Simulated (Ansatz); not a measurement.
# Zn3Se2S: from a guess to a relaxed structure, part 2 of 2

The task: take a trial cell of Zn3Se2S to zero force and stress, then test the end with a random kick.

Ansatz 0.2.0; DFT PBE, scalar-relativistic, plane waves, PAW. The steps go on from the part before.

### 4 Reference for the kick test

Input file input.yaml:

```yaml
crystal:
  lattice:
    - [3.9800153247, 2.89e-08, 0.0]
    - [-1.9900076873, 3.4467943642, 0.0]
    - [0.0, 0.0, 19.6088582]
  atoms:
    - { symbol: Zn, position: [0.3333333333, 0.6666666667, 0.99705] }
    - { symbol: Zn, position: [0.3333333333, 0.6666666667, 0.339997] }
    - { symbol: Zn, position: [0.3333333333, 0.6666666667, 0.668515] }
    - { symbol: Zn, position: [0.6666666667, 0.3333333333, 0.168515] }
    - { symbol: Zn, position: [0.6666666667, 0.3333333333, 0.49705] }
    - { symbol: Zn, position: [0.6666666667, 0.3333333333, 0.839997] }
    - { symbol: Se, position: [0.3333333333, 0.6666666667, 0.124015] }
    - { symbol: Se, position: [0.3333333333, 0.6666666667, 0.795032] }
    - { symbol: Se, position: [0.6666666667, 0.3333333333, 0.295032] }
    - { symbol: Se, position: [0.6666666667, 0.3333333333, 0.624015] }
    - { symbol: S, position: [0.3333333333, 0.6666666667, 0.460392] }
    - { symbol: S, position: [0.6666666667, 0.3333333333, 0.960392] }
basis:
  ecutwfc: 420
kpoints:
  mp_grid: { grid: [6, 6, 1] }
hamiltonian:
  xc: pbe
scf:
  occupations: { method: gaussian, width: 0.1 }
  lower_state_search: "off"
output:
  forces: true
  stress: true
  eigenvalues: true
```

The run is started by

```console
$ ansatz run input.yaml --threads 4 --pin off --max-ram 8192MiB --backend cpu --events-out ev --progress --plain --runs-dir out
```

Standard output (excerpt; [...] marks lines left out):

```text
Warning: RAYON_NUM_THREADS=4 ignored (pool sized by the plan → 4); use --threads N
[...]
Pseudopotentials: kind: paw
Pseudopotential: Zn, paw, valence charge 12, recommended cutoff 420 eV (normal), Zn.paw.azcp
Pseudopotential: Se, paw, valence charge 16, recommended cutoff 420 eV (normal), Se.paw.azcp
Pseudopotential: S, paw, valence charge 6, recommended cutoff 420 eV (normal), S.paw.azcp
Functional definition: PBE
[...]
Crystal: 12 atoms, lattice volume = 269.000 Å³
Basis set: ecut = 420 eV, 5309 PW (Γ), exchange–correlation on 54×54×270 points (8 copies of the dense FFT grid, shifted against one another)
Bands: 89, of which v1, the nominal top of the filled ones, is band 74 counted from 1 (73 counted from 0)
Symmetry: 12 space group operations
Space group: P63mc (ITA 186), of the structure as read, at distance tolerance 6.5e-5 Å
k-points: 7 of 36
[...]
SCF iter   8: F=-43603.416354 eV  HF=-43603.416354 eV  |F-HF|=5.91e-8  |Δ(HF+E_count)|=   1.53e-7  Δρ=4.73e-6  dr2=4.84e-8  ethr=6.76e-11  ⟨swp⟩=7.9  Hψ=2460  notcnv=0
[...]
SCF converged after 8 iterations
Free energy (F): -43603.416354 eV
[...]
E sigma→0 (E₀):  -43603.416354 eV
Fermi energy:    6.872762 eV
[...]
--- Forces (eV/Å), atoms counted from 1 ---
  atom   1  Zn    -0.00000000     0.00000000     0.00163654
  atom   2  Zn    -0.00000000     0.00000000    -0.00408592
  atom   3  Zn    -0.00000000     0.00000000     0.00136207
  atom   4  Zn     0.00000000    -0.00000000     0.00136207
  atom   5  Zn     0.00000000    -0.00000000     0.00163654
  atom   6  Zn     0.00000000    -0.00000000    -0.00408592
  atom   7  Se    -0.00000000     0.00000000    -0.00196559
  atom   8  Se    -0.00000000     0.00000000    -0.00041666
[...]
--- Stress (GPa, compression-positive) ---
        0.019627       0.000000      -0.000000
       -0.000000       0.019627       0.000000
       -0.000000       0.000000      -0.003311
  P = ⅓ Tr σ = 0.0120 GPa (0.120 kbar)
--- Band table (eV; the first three rows and the last of 7) ---
[...]
```

Wall time 4.1 s (4 threads of Arm Neoverse V2, shared host); peak memory 0.77 GiB.

The cell holds 12 atoms.

### 5 Random kick, then relaxation

Atoms are moved at random (σ = 0.1 Å a coordinate) and the cell is strained at random (σ = 1.5 % a component).

Input file input.yaml:

```yaml
crystal:
  lattice:
    - [3.9474676652, -0.0131643634, 0.0226845172]
    - [-1.9851345549, 3.3750602431, 0.0179444159]
    - [0.1117627544, 0.1666122741, 19.6757142943]
  atoms:
    - { symbol: Zn, position: [0.3182999388, 0.6806200308, 0.9919197667] }
    - { symbol: Zn, position: [0.3523319992, 0.6929298159, 0.3399545167] }
    - { symbol: Zn, position: [0.3185347645, 0.6241821918, 0.6623650502] }
    - { symbol: Zn, position: [0.6382687122, 0.3211956353, 0.180027582] }
    - { symbol: Zn, position: [0.673257731, 0.368065039, 0.4932446092] }
    - { symbol: Zn, position: [0.6695171112, 0.3323596823, 0.8444726697] }
    - { symbol: Se, position: [0.3584750777, 0.6476477306, 0.1269751042] }
    - { symbol: Se, position: [0.2949801103, 0.6231869895, 0.7904650058] }
    - { symbol: Se, position: [0.6982230614, 0.3835212492, 0.2970968521] }
    - { symbol: Se, position: [0.6849780903, 0.3336858923, 0.6181679032] }
    - { symbol: S, position: [0.3342451693, 0.6258643009, 0.4562421223] }
    - { symbol: S, position: [0.6588882342, 0.3667414423, 0.9690708179] }
basis:
  ecutwfc: 420
kpoints:
  mp_grid: { grid: [6, 6, 1] }
hamiltonian:
  xc: pbe
scf:
  occupations: { method: gaussian, width: 0.1 }
  lower_state_search: "off"
output:
  forces: true
  stress: true
  eigenvalues: true
relax:
  adjacent_minimum: "off"
  f_tol: 0.025
  max_steps: 60
  cell: { stress_tol: 0.25 }
```

The run is started by

```console
$ ansatz run input.yaml --threads 4 --pin off --max-ram 8192MiB --backend cpu --events-out ev --progress --plain --runs-dir out
```

Standard output:

```text
Warning: RAYON_NUM_THREADS=4 ignored (pool sized by the plan → 4); use --threads N
Engine: ansatz 0.2.0, aarch64-unknown-linux-gnu
Pseudopotentials: kind: paw
Pseudopotential: Zn, paw, valence charge 12, recommended cutoff 420 eV (normal), Zn.paw.azcp
Pseudopotential: Se, paw, valence charge 16, recommended cutoff 420 eV (normal), Se.paw.azcp
Pseudopotential: S, paw, valence charge 6, recommended cutoff 420 eV (normal), S.paw.azcp
Functional definition: PBE
  parameter kappa = 0.804
  parameter beta = 0.06672455060314922
  exchange = pbe_x(kappa = kappa, mu = beta*pi^2/3)
  correlation = pbe_c(beta = beta)
Crystal: 12 atoms, lattice volume = 261.596 Å³
Basis set: ecut = 420 eV, 5175 PW (Γ), exchange–correlation on 54×54×270 points (8 copies of the dense FFT grid, shifted against one another)
Bands: 89, of which v1, the nominal top of the filled ones, is band 74 counted from 1 (73 counted from 0)
Symmetry: 1 space group operations
Space group: P1 (ITA 1), of the structure as read, at distance tolerance 6.4e-5 Å
k-points: 20 of 36 (time reversal used)
Non-local potential: Zn, projectors of the file, l = 0: 2, l = 1: 2, l = 2: 3, l = 3: 1
Non-local potential: Se, projectors of the file, l = 0: 2, l = 1: 2, l = 2: 3, l = 3: 1
Non-local potential: S, projectors of the file, l = 0: 2, l = 1: 2, l = 2: 2
PAW form: soft (Blöchl's): semilocal exchange-correlation on the pseudo side does not see the compensation charge
PAW one-centre angular grid: Zn, 590 points (default); XC on 64 Gauss nodes
PAW one-centre angular grid: Se, 590 points (default); XC on 64 Gauss nodes
PAW one-centre angular grid: S, 110 points (default); XC on 64 Gauss nodes
Initial density: superposition of atomic densities (neutral atoms: chi_scale 0, normalization atom), corrected by the library's trained network
Initial wavefunctions: pseudopotential atomic-orbital guess
Functional: x = pbe(κ = 0.804, μ = 0.2195149727645171), c = pbe(β = 0.06672455060314922)
SCF iter   1: F=—  HF=-43602.483590 eV  |F-HF|=—  |Δ(HF+E_count)|=         —  Δρ=9.62e-4  dr2=3.10e-2  ethr=1.77e-3  ⟨swp⟩=7.0  Hψ=7542  notcnv=0  defer=4
preconditioner: auto → Resta (q_TF=auto, 2.481 Å⁻¹)  ε∞=5.9  [insulator: Δε(μ)=0.501 eV  Ē_g=10.768 eV  σ=0.100 eV  W_gap=1.00  n_scr=80 (ndim 8)  ℏωp=23.9 eV  f_vac=0.081  D(μ)=0.00/eV (n_scr^D=0)  ε∞_Penn≈5.9]
SCF iter   2: F=—  HF=-43602.480229 eV  |F-HF|=—  |Δ(HF+E_count)|=   3.36e-3  Δρ=6.03e-4  dr2=6.09e-3  ethr=2.09e-5  ⟨swp⟩=1.4  Hψ=2074  notcnv=0  defer=3
SCF iter   3: F=—  HF=-43602.479360 eV  |F-HF|=—  |Δ(HF+E_count)|=   8.70e-4  Δρ=3.43e-4  dr2=6.01e-4  ethr=4.11e-6  ⟨swp⟩=2.0  Hψ=2984  notcnv=0  defer=3
SCF iter   4: F=—  HF=-43602.479147 eV  |F-HF|=—  |Δ(HF+E_count)|=   2.12e-4  Δρ=1.97e-4  dr2=1.66e-4  ethr=4.06e-7  ⟨swp⟩=2.0  Hψ=3094  notcnv=0  defer=3
SCF iter   5: F=—  HF=-43602.479132 eV  |F-HF|=—  |Δ(HF+E_count)|=   1.51e-5  Δρ=1.23e-4  dr2=3.55e-5  ethr=1.12e-7  ⟨swp⟩=2.0  Hψ=2607  notcnv=0  defer=3
SCF iter   6: F=—  HF=-43602.479120 eV  |F-HF|=—  |Δ(HF+E_count)|=   1.22e-5  Δρ=4.48e-5  dr2=7.20e-6  ethr=2.40e-8  ⟨swp⟩=2.0  Hψ=3068  notcnv=0  defer=4
SCF iter   7: F=—  HF=-43602.479122 eV  |F-HF|=—  |Δ(HF+E_count)|=   2.16e-6  Δρ=1.53e-5  dr2=8.97e-7  ethr=4.87e-9  ⟨swp⟩=2.0  Hψ=3091  notcnv=0  defer=4
SCF iter   8: F=—  HF=-43602.479123 eV  |F-HF|=—  |Δ(HF+E_count)|=   9.60e-7  Δρ=7.96e-6  dr2=1.37e-7  ethr=6.06e-10  ⟨swp⟩=2.0  Hψ=3095  notcnv=0  defer=4
SCF iter   9: F=-43602.479123 eV  HF=-43602.479123 eV  |F-HF|=1.39e-8  |Δ(HF+E_count)|=   2.72e-8  Δρ=4.49e-6  dr2=3.91e-8  ethr=6.76e-11  ⟨swp⟩=9.8  Hψ=8703  notcnv=0
SCF 1 converged in 9 iterations: F = -43602.479123 eV  dr2 = 3.91e-8
relax step   1: F+E_penalty+E_count = -43602.47912302 eV  Δ(F+E_penalty+E_count) = +0.000e0 eV  max|allowed force component| = 1.322e0 eV/Å  Δτ_max = 0.0000 Å  P = +2.598 GPa  Ω = 261.596 Å³  (9 SCF iters, dr2 threshold 1.00e-7 eV, accepted)
[... 16 lines left out ...]
relax step   2: F+E_penalty+E_count = -43603.21160647 eV  Δ(F+E_penalty+E_count) = -7.325e-1 eV  max|allowed force component| = 6.798e-1 eV/Å  Δτ_max = 0.1917 Å  P = +1.100 GPa  Ω = 265.278 Å³  energy of the carried Pulay correction = -1.336e-3 eV  (9 SCF iters, dr2 threshold 1.20e-6 eV, accepted)
[... 13 lines left out ...]
relax step   3: F+E_penalty+E_count = -43603.41212552 eV  Δ(F+E_penalty+E_count) = -2.005e-1 eV  max|allowed force component| = 3.373e-2 eV/Å  Δτ_max = 0.1221 Å  P = -0.184 GPa  Ω = 269.881 Å³  energy of the carried Pulay correction = -2.979e-3 eV  (8 SCF iters, dr2 threshold 1.20e-6 eV, accepted)
[... 11 lines left out ...]
relax step   4: F+E_penalty+E_count = -43603.41360824 eV  Δ(F+E_penalty+E_count) = -1.483e-3 eV  max|allowed force component| = 1.320e-2 eV/Å  Δτ_max = 0.0133 Å  P = -0.012 GPa  Ω = 269.115 Å³  energy of the carried Pulay correction = -2.708e-3 eV  (6 SCF iters, dr2 threshold 1.99e-7 eV, accepted)
[... 11 lines left out ...]
relax step   5: F+E_penalty+E_count = -43603.41627674 eV  Δ(F+E_penalty+E_count) = -2.668e-3 eV  max|allowed force component| = 1.321e-2 eV/Å  Δτ_max = 0.0000 Å  P = -0.014 GPa  Ω = 269.115 Å³  stress off target by 3.37e-2 GPa  SCF on the basis re-selected at this cell (its energy is not comparable with the rows above)  (7 SCF iters)
basis re-selected at this cell: Δ(F+E_penalty+E_count) = -2.668e-3 eV, ΔP = -0.002 GPa vs the last step (what re-selecting the basis moved, of the pressure what is left beyond the Pulay correction that the steps carried, after the strain that the cell walked since its last selection, with what the two solves' SCF thresholds leave and, on support functions, any second-order correction that the steps lacked; it is no measure of the basis error at this ecutwfc). This SCF's stress stands 3.37e-2 GPa from its target on what of the cell is left free (relax.cell.stress_tol is 2.50e-1 GPa) and its largest allowed force component is 1.32e-2 eV/Å (relax.f_tol is 2.50e-2 eV/Å): within both
SCF converged after 7 iterations
Free energy (F): -43603.416277 eV
Harris-Foulkes:  -43603.416277 eV  (|F-HF|=6.44e-9)
Internal energy: -43603.416277 eV  (E = F + TS)
E sigma→0 (E₀):  -43603.416277 eV
Fermi energy:    6.865577 eV
--- Per-component energies (eV) ---
  E_band       = -1565.730741
  E_kinetic    = 1472.860895
  E_local      = -22806.953629  (includes V_loc(G=0)·N_el)
  E_nonlocal   = 1360.924528
  E_hartree    = 10402.972580
  E_xc         = -1432.148881
  E_vxc        = -876.712920  (∫ρ·V_xc dr)
  E_paw        = -19817.003469  (= ΣΔE_a)
  E_vpaw       = -1521.794033  (= ΣTr[D̂ρ^β])
  E_aug_tail   = -0.004399  (compensation charges beyond the density's cutoff)
  E_ewald      = -12784.063901
  E_smearing   = -0.000000  (= −TS)
  E_closure    = 0.000000  (closes the sum)
  Σ components = -43603.416277   (vs F -43603.416277, Δ=0.00e0)
--- Forces (eV/Å), atoms counted from 1 ---
  atom   1  Zn    -0.00072225     0.00009396     0.00271361
  atom   2  Zn    -0.00002601    -0.00143490     0.00483681
  atom   3  Zn    -0.00063117     0.00088805     0.00505195
  atom   4  Zn     0.00097285     0.00037723     0.00517914
  atom   5  Zn     0.00057229    -0.00041849     0.00305397
  atom   6  Zn    -0.00063530     0.00059565     0.00449961
  atom   7  Se     0.00099871    -0.00036755     0.00464010
  atom   8  Se    -0.00089876     0.00064368    -0.00484724
  atom   9  Se     0.00047658    -0.00108672    -0.00418692
  atom  10  Se    -0.00011546     0.00063038     0.00494129
  atom  11  S      0.00022497    -0.00038534    -0.01320789
  atom  12  S     -0.00021640     0.00046428    -0.01266935
  max |Σ_I F_I| component: 5.08e-6 eV/Å
--- Stress (GPa, compression-positive) ---
       -0.032470       0.006061       0.001269
        0.006061      -0.002314      -0.000829
        0.001269      -0.000829      -0.006452
  P = ⅓ Tr σ = -0.0137 GPa (-0.137 kbar)
--- Band table (eV; the first three rows and the last of 20) ---
  k-point 0: bands = ["-40.5577", "-40.5574", "-40.5564", "-40.5563", "-40.5537", "-40.5537", "-40.5534", "-40.5534", "-40.5518", "-40.5517", "-40.5516", "-40.5516", "-40.5466", "-40.5465", "-40.5463", "-40.5461", "-40.5435", "-40.5435", "-40.5433", "-40.5433", "-6.9519", "-6.7899", "-6.7653", "-6.4063", "-6.3713", "-6.1689", "-0.3649", "-0.3649", "-0.3648", "-0.3647", "-0.3260", "-0.3132", "-0.2486", "-0.2152", "-0.2149", "-0.2078", "-0.2075", "-0.1813", "-0.1809", "-0.1731", "-0.1727", "-0.1380", "-0.1183", "0.0029", "0.0030", "0.0044", "0.0044", "0.1099", "0.1099", "0.1127", "0.1128", "0.1345", "0.1346", "0.1355", "0.1356", "0.2406", "1.0070", "2.1027", "2.2311", "4.1373", "4.3113", "5.0267", "5.0293", "5.0651", "5.0674", "5.6928", "5.6969", "5.8321", "5.8359", "5.9813", "6.1068", "6.1095", "6.2112", "6.2138", "7.5133", "8.4567", "8.7224", "8.9241", "8.9993", "9.0646", "11.7578", "11.9667", "11.9723", "12.0785", "12.0826", "12.2120", "12.2817", "12.2964", "12.3015"]
[... 3 lines left out ...]
--- Relaxed structure (4 steps of the walk, 4 accepted, 1 SCFs on fresh bases) ---
  F+E_penalty+E_count = -43603.41627674 eV   max|allowed force component| = 1.321e-2 eV/Å   (the final SCF, on the basis selected at the relaxed cell)
  cell:  # Å, volume = 269.1150 Å³
    - [3.982627790490754, -0.0003857654603478188, -0.00011846252502812141]
    - [-1.991650515091232, 3.447415853364001, 0.00012740710815864129]
    - [-0.0004913924185297042, 0.0004668559655871263, 19.601926775952595]
  atoms:
    - { symbol: Zn, position: [0.3334638545875524, 0.6663123651037244, 0.997019365601219] }
    - { symbol: Zn, position: [0.33345054438990795, 0.6677627923299897, 0.3399626992099215] }
    - { symbol: Zn, position: [0.333419853436183, 0.6660743004750053, 0.6684495930496883] }
    - { symbol: Zn, position: [0.6661424029955423, 0.3335243416361936, 0.1684446177039568] }
    - { symbol: Zn, position: [0.6666131836665373, 0.33375621638501496, 0.4970148215477821] }
    - { symbol: Zn, position: [0.6669329097880958, 0.33254706170108783, 0.8399697031367643] }
    - { symbol: Se, position: [0.33282919161976526, 0.6667085920510932, 0.12400013559449456] }
    - { symbol: Se, position: [0.3335661620953482, 0.6657618512913154, 0.7950727325215526] }
    - { symbol: Se, position: [0.666753696576718, 0.3345159754803132, 0.29506411232360147] }
    - { symbol: Se, position: [0.6667592440526655, 0.3329631297382594, 0.6239985982820135] }
    - { symbol: S, position: [0.33327546853014633, 0.6670274903555623, 0.46050136118931084] }
    - { symbol: S, position: [0.6667934883615378, 0.333045883352442, 0.9605042598396951] }
```

Wall time 75 s (4 threads of Arm Neoverse V2, shared host); peak memory 1 GiB.

Relaxation path:

```csv
step,energy from step 1 (eV/cell),largest force component (eV/Å),pressure (GPa),volume (Å³)
1,0.0000,1.3219,2.60,261.60
2,-0.7325,0.6798,1.10,265.28
3,-0.9330,0.0337,-0.18,269.88
4,-0.9345,0.0132,-0.01,269.11
5,-0.9372,0.0132,-0.01,269.11
```

Step 1 is the start. Step 5 repeats the geometry before it on a plane-wave basis chosen anew for that cell, so its energy need not be comparable with the rows above.

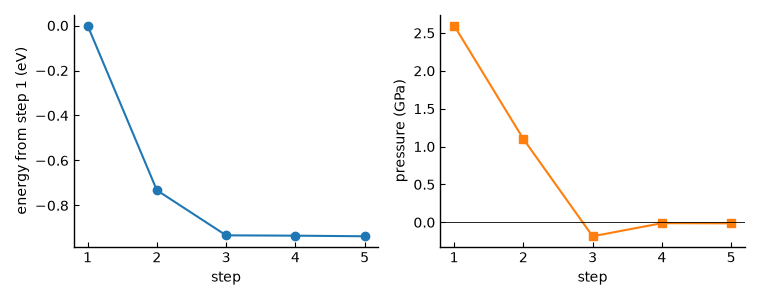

Energy and pressure along the relaxation.

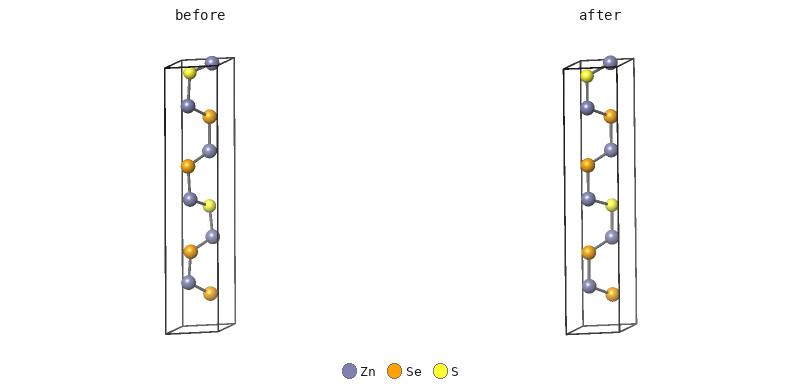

Before and after, at one scale.

|  | before | after | change |
| --- | --- | --- | --- |
| a (Å) | 3.948 | 3.983 | +0.9 % |
| b (Å) | 3.916 | 3.981 | +1.7 % |
| c (Å) | 19.677 | 19.602 | -0.4 % |
| α (°) | 89.48 | 90.00 | +0.6 % |
| β (°) | 89.35 | 90.00 | +0.7 % |
| γ (°) | 120.65 | 120.02 | -0.5 % |
| volume (Å³/atom) | 21.80 | 22.43 | +2.9 % |
| shortest distance (Å) | 2.174 | 2.363 | +8.7 % |
| space group (0.01 Å) | P1 | Cmc2_1 | changed |

Change from the reference: 0.0 meV/atom, +0.0 % in volume. At a tolerance of 0.1 Å, which suits this loose relaxation, its space group is P6_3mc.

### 6 Summary of results

The summary covers parts 1 to 2.

```
                              quantity                                                                        value
symmetry at the end (tolerance 0.02 Å)                                                 space group P6_3mc (No. 186)
                     conventional cell  a = 3.980 Å, b = 3.980 Å, c = 19.609 Å, α = 90.00°, β = 90.00°, γ = 120.00°
                                volume                                                                22.42 Å³/atom
              energy over the elements                                                                -0.74 eV/atom
                       gap on the mesh                                                                      1.30 eV
```

**Reading.** The space group P6_3mc (No. 186) is kept, at nearly the size of the first guess. A negative formation energy is needed for stability but isn't enough; other structures and compounds were not set against it here. It survived the kick, though modes of other wave vectors, which need another repeat, weren't probed.
